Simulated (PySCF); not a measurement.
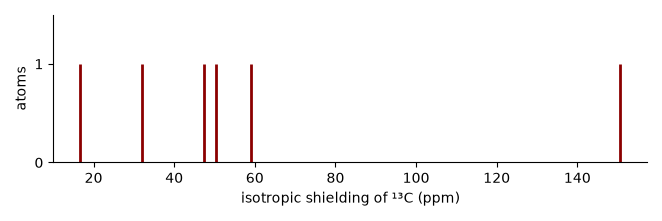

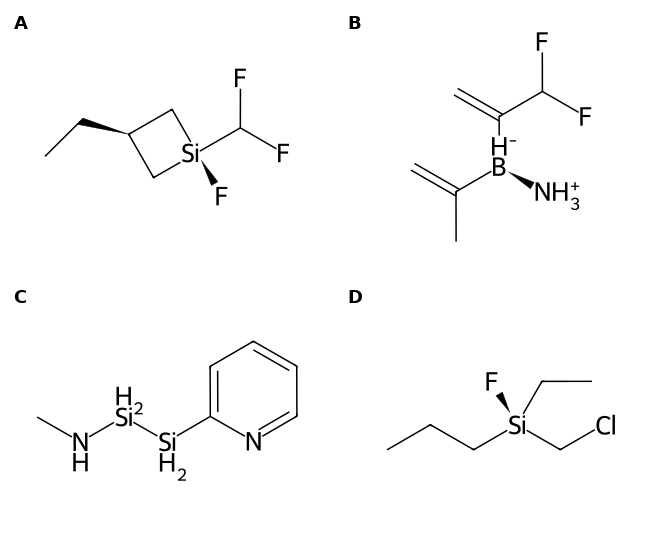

The sticks are computed shieldings of one of the molecules, for one fixed geometry (GFN2-xTB) without averaging over rotations. Low shielding means a high chemical shift. Method: GIAO PBE0/pcSseg-1 NMR shielding, non-relativistic, gas phase (PySCF 2.14.0).

> Which molecule gives this pattern?

C, `CN[SiH2][SiH2]c1ccccn1`. Its 6 C atoms give lines at 16.7, 32.0, 47.4, 50.4, 59.0, 150.7 ppm.

The geometry is semi-empirical. Around B, Si such bond lengths and angles can be off by a tenth of an ångström or more and by several degrees, and values that hang on the shape move with them.
